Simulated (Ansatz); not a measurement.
# NaI (SMILES [Na][I]): what the fields show

```xyz
2

Na    0.0000    0.0000    0.0445
I     0.0000    0.0000    2.7586
```

Geometry: PBE0-D4/def2-TZVP; core potentials replace the inner electrons of I.

The calculation used RKS PBE0-D4/def2-TZVPP in Ansatz 0.2.0.

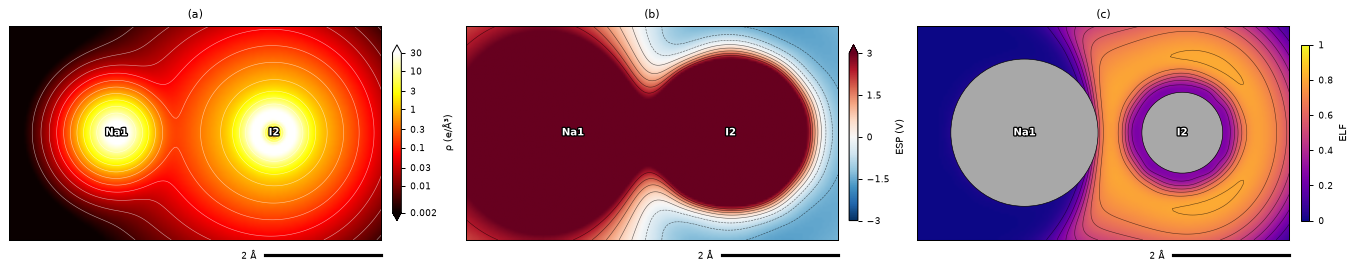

Figure 1. (a) electron density; (b) electrostatic potential; (c) electron localisation function on a plane that holds the molecular axis. Grey discs cover the atomic cores in the ELF map.

Question: What do the fields say about this system?

Answer:
- Atoms in the plane: Na and I.
- Na–I (2.71 Å): ρ at the midpoint is about 0.3 e/Å³; the ELF peaks at about 0.75 in the valence shell of I, 1.3 Å from its nucleus, and falls to about 0.10 next to Na; a largely ionic contact.
- Outside the dense part of the molecule the potential is most negative (−1.6 V) near I2.

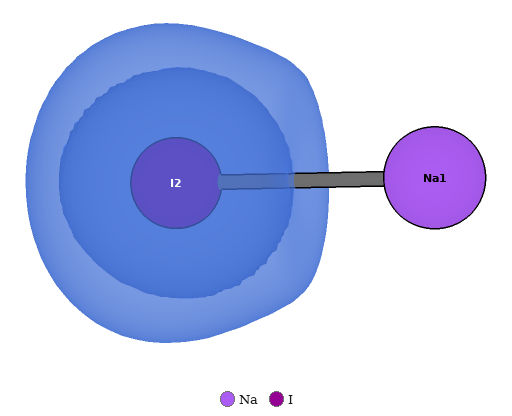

Figure 2. Isosurface of the electron localisation function at 0.75 (blue), seen from one side. Core shells and regions of very low density are left out.

Question: Describe the localisation domains.

Answer: At this value the surface marks out one region wrapped around I (its valence shell).

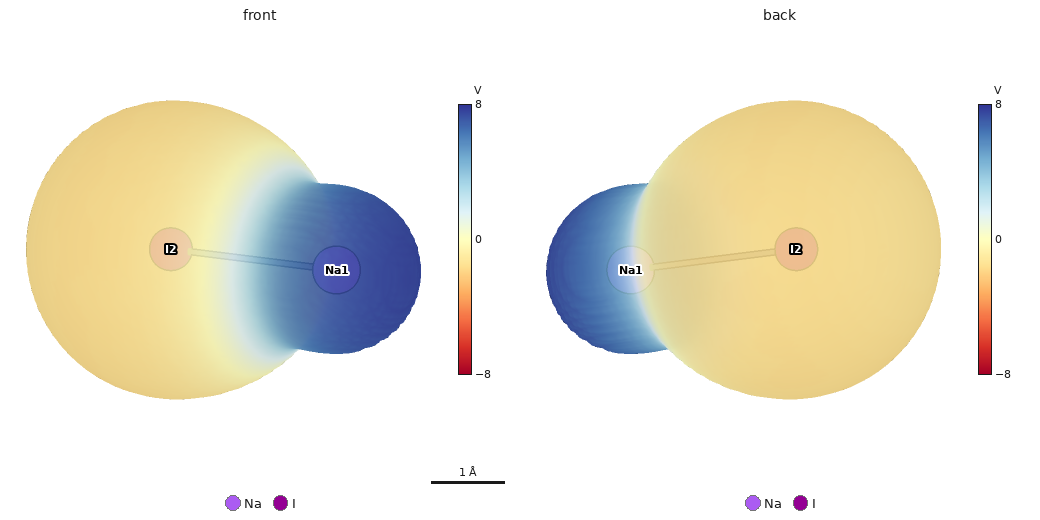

Figure 3. The electrostatic potential painted on the density surface at 0.004 e/bohr³, seen from the front and from behind; red is negative and blue positive.

Question: Which sites attract a positive test charge, and which a negative one?

Answer: A positive charge is drawn to the negative regions and a negative charge to the positive ones. The most negative region (about −1.7 V, or −39 kcal/mol for a unit charge) lies over I2, the most positive (about +7.7 V, or +178 kcal/mol for a unit charge) over Na1.

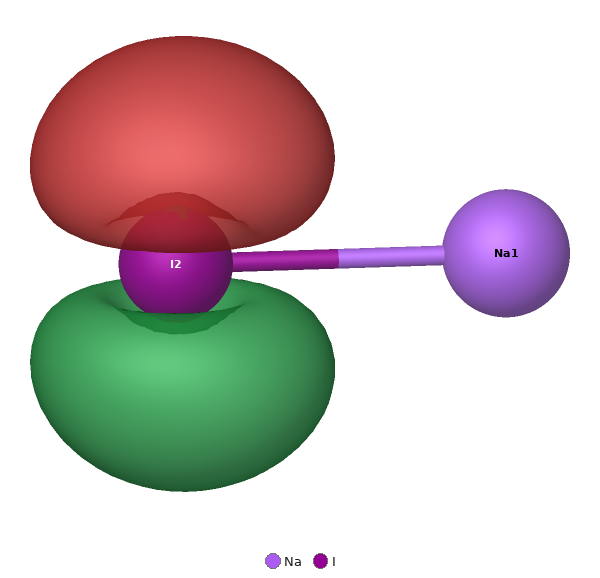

Figure 4. The HOMO at ±0.15 Å⁻³ᐟ² (green and red are the two phases), seen from one side.

Question: Where does this orbital lie, and at what energy?

Answer: It lies mainly on I2 (about 95 %). It is one of a degenerate set, so its orientation is arbitrary. Its energy is −5.93 eV.
